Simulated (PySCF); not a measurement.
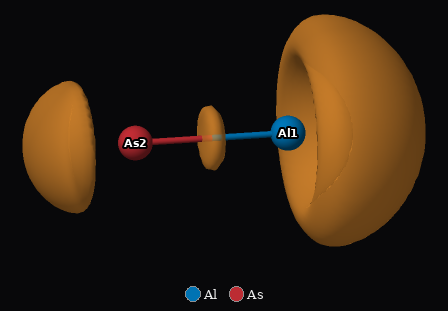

*AlAs (triplet). Isosurface of the electron localisation function at 0.85 (orange), seen from one side. Only the valence region is drawn (cores and ρ < 0.01 e/Å³ removed).*

All numbers below come from PBE0/def2-TZVPPD, non-relativistic Hamiltonian with scalar-relativistic core potentials where named, at a bond length of 2.539 Å in PySCF 2.14.0.

Where are the electrons localised?

At this value the surface marks out one region between bonded Al–As atoms (shared pairs), one lobe on Al, pointing away from the bonds (non-bonding electrons) and one lobe on As, pointing away from the bonds (non-bonding electrons).

Values along the shortest contacts:
Al–As (2.54 Å): the ELF peaks at about 0.90 between the atoms (a shared electron pair).
